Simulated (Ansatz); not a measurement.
Input file:

```
crystal:
  lattice:
    - [3.438817537, 0.0, 0.0]
    - [0.0, 3.438817537, 0.0]
    - [0.0, 0.0, 8.6028553127]
  atoms:
    - { symbol: Sc, position: [0.0, 0.0, 0.5] }
    - { symbol: Al, position: [0.0, 0.0, 0.1583624655] }
    - { symbol: Al, position: [0.0, 0.0, 0.8416375345] }
    - { symbol: P, position: [0.5, 0.5, 0.3692206292] }
    - { symbol: P, position: [0.5, 0.5, 0.6307793708] }
    - { symbol: P, position: [0.5, 0.5, 0.0] }
basis:
  ecutwfc: 420
kpoints:
  mp_grid: { grid: [12, 12, 6] }
hamiltonian:
  xc: pbe
scf:
  occupations: { method: gaussian, width: 0.1 }
output:
  forces: true
  stress: true
  eigenvalues: true
  write_density: true
  write_potential: true
  elf: true
  volumetric_format: npy
relax:
  adjacent_minimum: "off"
  f_tol: 0.01
  max_steps: 80
  cell: { stress_tol: 0.05 }
```

Launched as:

```sh
ansatz run input.yaml --threads 1 --pin off --max-ram 2560MiB --backend cpu --events-out ev --progress --plain --runs-dir out
```

Below, planes, directions and counts refer to the conventional cell (a = 3.44 Å, b = 3.44 Å, c = 8.43 Å, α = 90.00°, β = 90.00°, γ = 90.00°).

The fields are those of the run's last geometry, not of the input's.

Space group P4/mmm; a structure generated by program, which may or may not match a known phase.

Computed with Ansatz 0.2.0, DFT PBE, scalar-relativistic, plane waves, PAW.

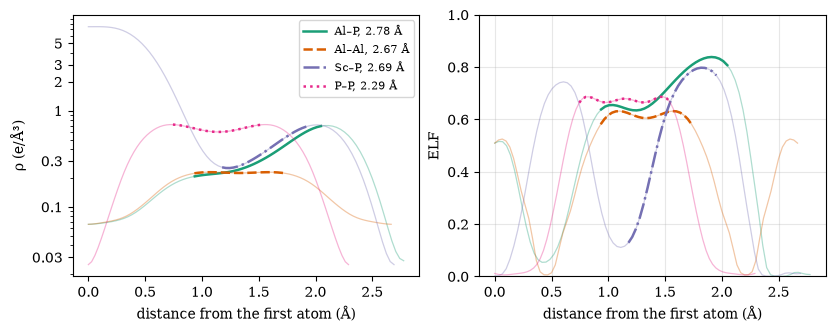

ScAl2P3. Valence electron density and electron localisation function along straight lines between neighbouring atoms. Thin, pale parts lie inside the atomic spheres.

The density is the valence pseudo-density of a PAW calculation; it isn't the true density close to the nuclei.

Compare the contacts.

Al–P (2.78 Å): ρ at the midpoint is about 0.26 e/Å³; the ELF peaks at about 0.85 in the valence shell of P, 0.9 Å from its nucleus, and drops to about 0.65 between the two atoms.
Al–Al (2.67 Å): ρ is about 0.23 e/Å³ halfway; the ELF peaks at about 0.65 between the atoms.
Sc–P (2.69 Å): ρ is about 0.27 e/Å³ halfway; the ELF peaks at about 0.80 in the valence shell of P, 0.9 Å from its nucleus, and is about 0.35 at the midpoint.
P–P (2.29 Å): ρ is about 0.6 e/Å³ halfway; the ELF peaks at about 0.70 between the atoms.
